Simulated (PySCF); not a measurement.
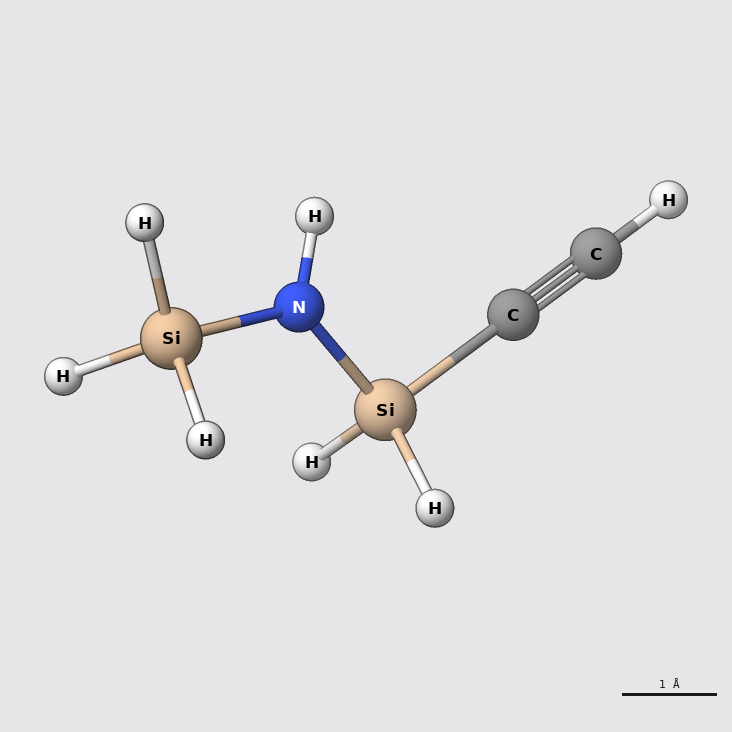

The picture shows a molecular structure as a ball-and-stick model. Double and triple bonds are drawn as two and three sticks.

Computed geometry: GFN2-xTB optimisation. No frequency run is at hand to confirm it as a minimum.

Description:

It has 12 atoms: 2 carbon, 7 hydrogen, 1 nitrogen and 2 silicon (C₂H₇NSi₂). Its SMILES string is `C#C[SiH2]N[SiH3]`. It has no ring. Among its groups: alkyne, Si–H bond, Si–N bond. Coordination: 2 C linear; 2 Si tetrahedral; 1 N trigonal planar.

The parts below concern this one geometry. Atoms keep their numbers from picture to picture.

### Dipole moment

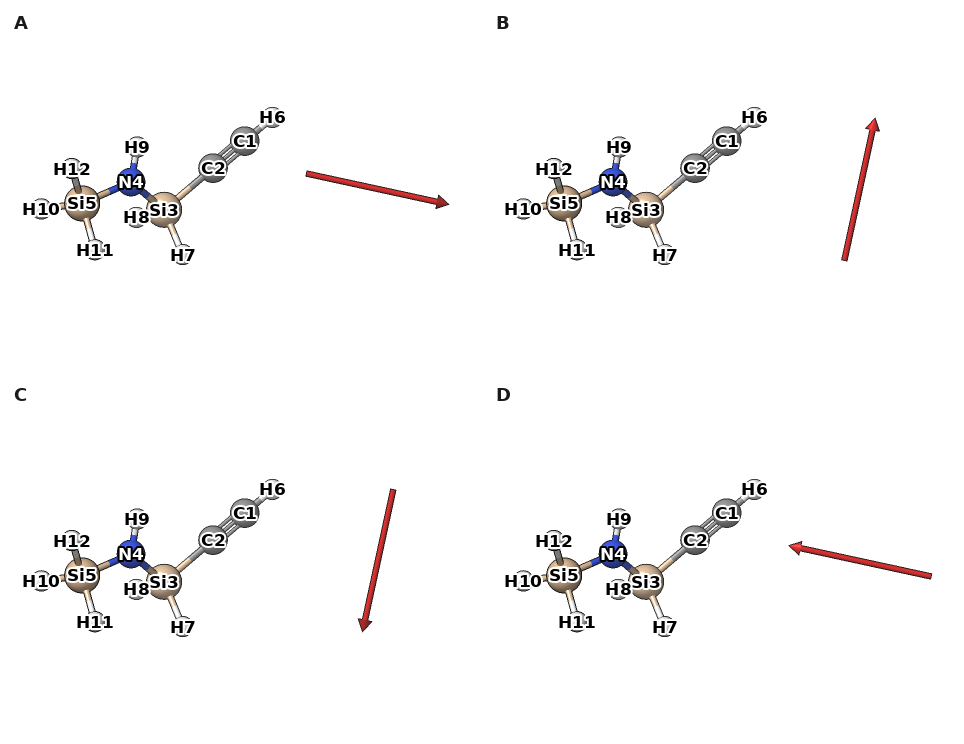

The same molecule four times, each with an arrow. No frequency run is at hand to confirm it as a minimum. Method: PBE0/pcSseg-1, gas phase (PySCF 2.14.0).

Question: Which arrow points along the dipole moment, from the negative to the positive end?

Answer: B. The dipole moment is 0.96 D; it points from the side of H11 to the side of H6 (the outermost atoms at the two ends).

### Polarisability

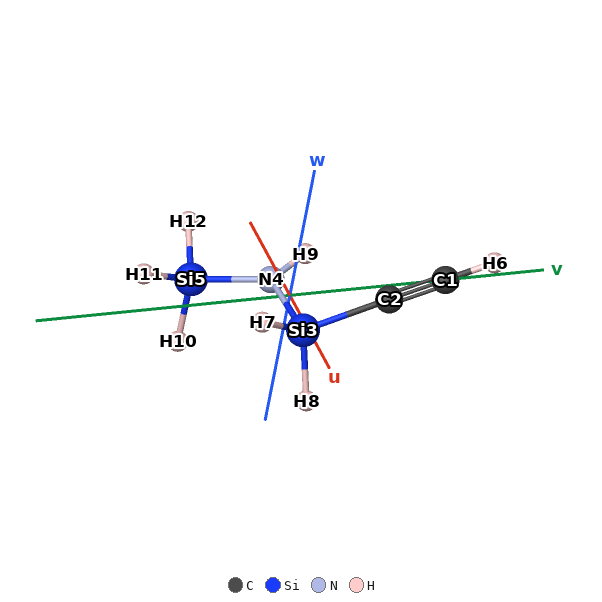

The lines u, v and w are the principal axes of the static dipole polarisability. No frequency run is at hand to confirm it as a minimum. Level of theory: PBE0/def2-SVPD (PySCF 2.14.0).

Question: Along which axis is the molecule most polarisable, and along which least?

Answer: Most along v (nearly parallel to the N4–Si5 bond), least along u.

Question: Give the three principal values.

Answer: u 66.2, v 106.1, w 72.9 bohr³; mean 81.7, anisotropy 36.9 bohr³.

### Quadrupole coupling

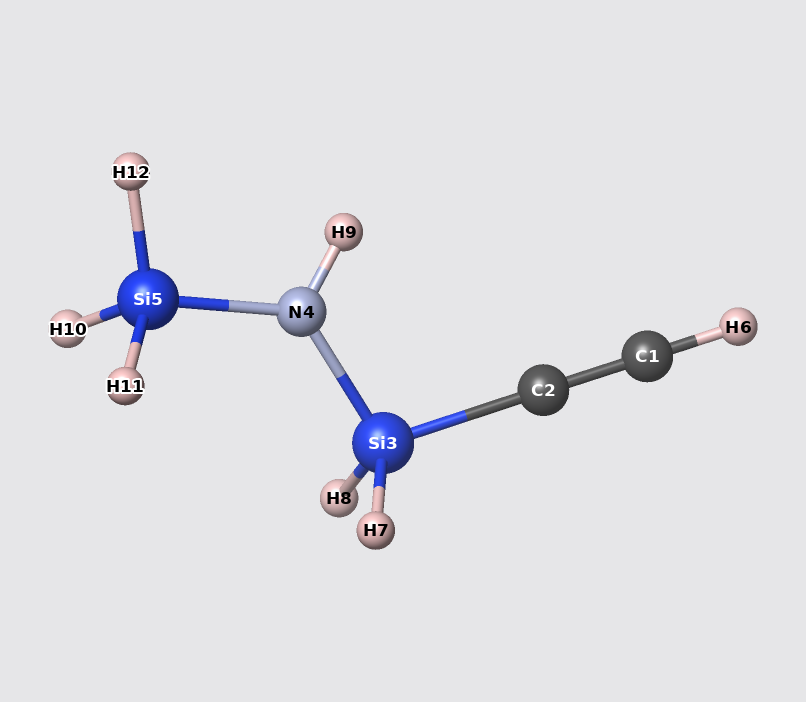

No frequency run is at hand to confirm it as a minimum. Electric field gradients from the ground-state density, PBE0/pcSseg-1 (PySCF 2.14.0), non-relativistic apart from any core potentials.

Give the largest field-gradient component, the quadrupole coupling constant and the asymmetry for 14N at N4 (Q = 20.44 mb), 2H at H6 (Q = 2.86 mb), 2H at H7 (Q = 2.86 mb), 2H at H8 (Q = 2.86 mb), 2H at H9 (Q = 2.86 mb).

```csv
atom,V_zz (a.u.),e²qQ/h (MHz),η
N4,−0.794,−3.81,0.38
H6,0.386,0.259,0.00
H7,0.157,0.106,0.03
H8,0.153,0.103,0.02
H9,0.433,0.291,0.16
```

The geometry is semi-empirical. Around Si such bond lengths and angles can be off by a tenth of an ångström or more and by several degrees, and values that hang on the shape move with them.
